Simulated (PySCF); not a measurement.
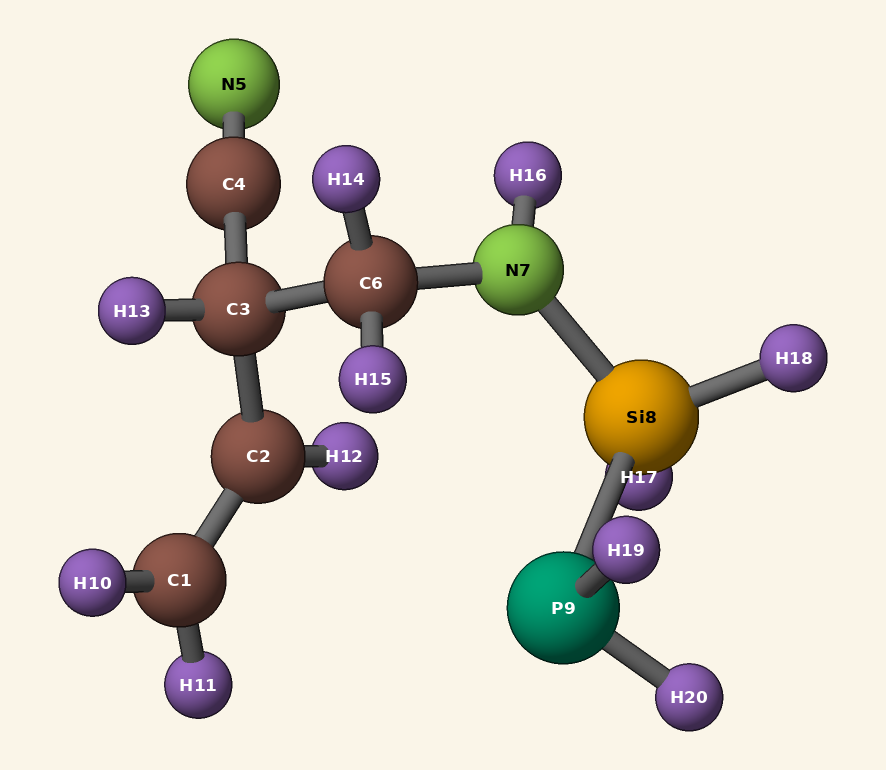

The computed structure is the end point of a GFN2-xTB optimisation. No frequency run is at hand to confirm it as a minimum. Properties computed with GIAO PBE0/pcSseg-1 NMR shielding, non-relativistic, gas phase (PySCF 2.14.0). Principal shieldings σ11 ≤ σ22 ≤ σ33, span Ω = σ33 − σ11, skew κ = 3(σiso − σ22)/Ω.

Give the shielding tensors of the Si atoms.

```tsv
atom	σ11	σ22	σ33	σiso	Ω	κ
Si8	326.9	358.4	448.4	377.9	121.5	0.48
```

Shieldings and span in ppm.

The geometry is semi-empirical. Around P, Si such bond lengths and angles can be off by a tenth of an ångström or more and by several degrees, and values that hang on the shape move with them.
